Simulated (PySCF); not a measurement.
## What a change does: NMR shielding calculation on C5H10Si2

System: C5H10Si2.
Method of the first run: GIAO PBE0/pcSseg-1 NMR shielding, non-relativistic, IEF-PCM dichloromethane (PySCF 2.14.0).

The geometry comes from this level: B3LYP-D3(BJ)/def2-SVP. Text and figures count atoms from 1; the logs count them from 0 in places.

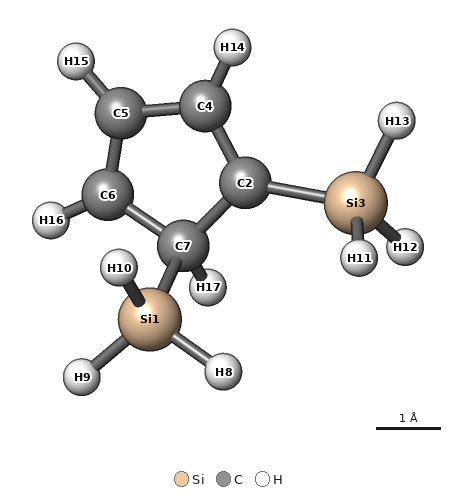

Figure 1. The input geometry (ball-and-stick view, seen at a tilt; atoms are numbered from 1 in the order of the input).

## The input, the first run
```
{"job": {"kind": "nmr", "xc": "PBE0", "basis": "pcSseg-1", "solvent": "dichloromethane", "pop": false}, "charge": 0, "multiplicity": 1}
Si    -1.033524    -1.628338    -0.702620
C      0.070579     0.708697     0.336060
Si    -1.360180     1.738669     0.943178
C      1.173599     1.185950    -0.324967
C      2.105292     0.106975    -0.599671
C      1.593393    -1.054254    -0.105875
C      0.240493    -0.781872     0.459007
H     -2.414537    -1.373504    -0.200262
H     -0.797894    -3.101853    -0.709120
H     -0.878037    -1.077546    -2.074940
H     -2.624558     1.433758     0.205974
H     -1.624148     1.484693     2.392328
H     -1.024523     3.178821     0.748317
H      1.337683     2.228016    -0.607379
H      3.058862     0.220714    -1.117602
H      2.055233    -2.041682    -0.145267
H      0.053074    -1.197776     1.464500
```

The first line tells a small driver script what to run in PySCF; the rest is the geometry in Å.

Command:
```bash
OMP_NUM_THREADS=1 python <driver script> task.json out
```

Hardware: 1 CPU thread, shared host.

## Output (the first run)
```
coarse grid: 14880 points
cycle   1  E = -774.8910148954  dE =  6.335e-01  |g| = 3.487e-01  |ddm| = 3.765e+00
cycle   2  E = -774.8803914713  dE =  1.062e-02  |g| = 4.051e-01  |ddm| = 7.960e-01
cycle   3  E = -774.9243256559  dE = -4.393e-02  |g| = 3.828e-02  |ddm| = 4.585e-01
cycle   4  E = -774.9245526057  dE = -2.269e-04  |g| = 2.387e-02  |ddm| = 5.504e-02
cycle   5  E = -774.9246893424  dE = -1.367e-04  |g| = 7.388e-03  |ddm| = 2.720e-02
cycle   6  E = -774.9247027972  dE = -1.345e-05  |g| = 1.566e-03  |ddm| = 7.512e-03
cycle   7  E = -774.9247033758  dE = -5.786e-07  |g| = 2.991e-04  |ddm| = 1.388e-03
final grid: 133616 points
cycle   8  E = -774.9655601621  dE = -2.234e-05  |g| = 6.117e-03  |ddm| = 3.332e-02
cycle   9  E = -774.9655546828  dE =  5.479e-06  |g| = 7.668e-03  |ddm| = 1.440e-02
cycle  10  E = -774.9655705816  dE = -1.590e-05  |g| = 4.757e-04  |ddm| = 7.811e-03
cycle  11  E = -774.9655706121  dE = -3.049e-08  |g| = 2.626e-04  |ddm| = 5.833e-04
cycle  12  E = -774.9655706298  dE = -1.769e-08  |g| = 5.348e-05  |ddm| = 2.704e-04
cycle  13  E = -774.9655706305  dE = -6.507e-10  |g| = 1.797e-05  |ddm| = 7.119e-05
converged SCF energy = -774.9655706305

GIAO shielding tensors (ppm)
atom      isotropic    diamagn.    paramagn.     s11        s22        s33       span
  0 Si     406.419     879.341    -472.922    362.041    394.694    462.523    100.482
  1 C       41.648     259.402    -217.754    -54.761     12.743    166.961    221.723
  2 Si     429.576     880.497    -450.921    392.852    426.889    468.987     76.135
  3 C       29.772     252.155    -222.383    -76.349     30.600    135.066    211.415
  4 C       44.551     254.625    -210.075    -53.082     40.299    146.436    199.518
  5 C       30.547     256.375    -225.828    -75.958     15.983    151.617    227.575
  6 C      130.358     252.057    -121.700    107.638    139.949    143.485     35.847
  7 H       26.922      29.445      -2.523     23.041     25.943     31.782      8.741
  8 H       26.981      28.769      -1.788     23.223     24.879     32.842      9.619
  9 H       28.762      29.141      -0.378     24.954     27.206     34.126      9.172
 10 H       26.798      28.972      -2.174     23.222     25.961     31.211      7.989
 11 H       26.932      28.587      -1.655     23.387     25.303     32.105      8.719
 12 H       26.861      28.630      -1.768     23.071     25.762     31.751      8.680
 13 H       23.787      31.807      -8.020     21.678     22.314     27.370      5.691
 14 H       24.149      30.374      -6.225     22.252     23.598     26.597      4.345
 15 H       23.804      31.229      -7.426     21.913     23.367     26.131      4.218
 16 H       27.359      30.518      -3.159     22.923     25.956     33.198     10.275
```

The input of the second run differs as follows (lines with − go, lines with + come):
```diff
-"basis": "pcSseg-1"
-"solvent": "dichloromethane"
+"basis": "6-31++G**"
```

What does this change do to the results?

The total energies belong to different models, so their difference says nothing on which is more stable or more accurate. The LUMO goes from −0.95 to −1.01 eV. The dipole moment goes from 1.15 to 0.91 D. Of all shieldings, the largest change is that of Si3, by +38.5 ppm. The number of SCF iterations is the same. The basis functions go from 183 to 194.

## Output (the second run)
```
coarse grid: 14880 points
cycle   1  E = -775.0253412194  dE =  6.424e-01  |g| = 3.582e-01  |ddm| = 7.131e+00
cycle   2  E = -775.0020997390  dE =  2.324e-02  |g| = 4.595e-01  |ddm| = 5.758e+00
cycle   3  E = -775.0623238753  dE = -6.022e-02  |g| = 4.109e-02  |ddm| = 3.366e+00
cycle   4  E = -775.0625477633  dE = -2.239e-04  |g| = 3.166e-02  |ddm| = 3.326e-01
cycle   5  E = -775.0628127849  dE = -2.650e-04  |g| = 6.191e-03  |ddm| = 2.227e-01
cycle   6  E = -775.0628229533  dE = -1.017e-05  |g| = 1.750e-03  |ddm| = 5.754e-02
cycle   7  E = -775.0628237202  dE = -7.669e-07  |g| = 2.373e-04  |ddm| = 6.411e-03
final grid: 133616 points
cycle   8  E = -774.9870794204  dE = -2.185e-05  |g| = 6.629e-03  |ddm| = 4.284e-01
cycle   9  E = -774.9870699226  dE =  9.498e-06  |g| = 8.872e-03  |ddm| = 8.373e-02
cycle  10  E = -774.9870923689  dE = -2.245e-05  |g| = 2.838e-04  |ddm| = 4.779e-02
cycle  11  E = -774.9870923881  dE = -1.922e-08  |g| = 1.091e-04  |ddm| = 3.901e-03
cycle  12  E = -774.9870923907  dE = -2.637e-09  |g| = 4.752e-05  |ddm| = 9.163e-04
cycle  13  E = -774.9870923913  dE = -5.343e-10  |g| = 1.872e-05  |ddm| = 5.413e-04
converged SCF energy = -774.9870923913

GIAO shielding tensors (ppm)
atom      isotropic    diamagn.    paramagn.     s11        s22        s33       span
  0 Si     441.082     876.637    -435.555    402.188    426.444    494.613     92.425
  1 C       62.484     268.003    -205.519    -21.536     33.246    175.741    197.278
  2 Si     468.092     885.112    -417.021    429.115    462.865    512.295     83.180
  3 C       53.504     267.913    -214.410    -41.853     54.567    147.797    189.649
  4 C       66.813     263.954    -197.141    -20.225     62.160    158.505    178.730
  5 C       56.421     268.438    -212.017    -38.155     44.138    163.280    201.435
  6 C      145.333     277.926    -132.592    124.062    154.054    157.884     33.822
  7 H       26.990      29.076      -2.086     23.080     26.016     31.873      8.793
  8 H       27.082      28.315      -1.233     23.302     25.002     32.942      9.640
  9 H       28.608      30.396      -1.788     24.908     26.929     33.988      9.080
 10 H       26.857      30.408      -3.550     23.294     26.000     31.278      7.984
 11 H       26.986      28.126      -1.140     23.511     25.390     32.058      8.546
 12 H       26.963      28.562      -1.599     23.228     25.760     31.902      8.674
 13 H       23.915      29.622      -5.707     21.805     22.333     27.608      5.803
 14 H       24.271      29.060      -4.789     22.474     23.625     26.713      4.239
 15 H       24.073      30.576      -6.503     22.144     23.588     26.487      4.343
 16 H       27.689      34.466      -6.778     23.115     26.455     33.497     10.382
```

## The two runs side by side

| quantity | the first run | the second run |
| --- | --- | --- |
| outcome | converged | converged |
| total energy (hartree) | −774.965571 | −774.987092 |
| HOMO (eV) | −6.62 | −6.58 |
| LUMO (eV) | −0.95 | −1.01 |
| dipole moment (D) | 1.15 | 0.91 |
| shielding of Si1 (ppm) | 406.4 | 441.1 |
| shielding of C2 (ppm) | 41.6 | 62.5 |
| shielding of Si3 (ppm) | 429.6 | 468.1 |
| shielding of C4 (ppm) | 29.8 | 53.5 |
| shielding of C5 (ppm) | 44.6 | 66.8 |
| shielding of C6 (ppm) | 30.5 | 56.4 |
| shielding of C7 (ppm) | 130.4 | 145.3 |
| SCF iterations | 13 | 13 |
| basis functions | 183 | 194 |
| wall time (shared host) | 20 s | 23 s |
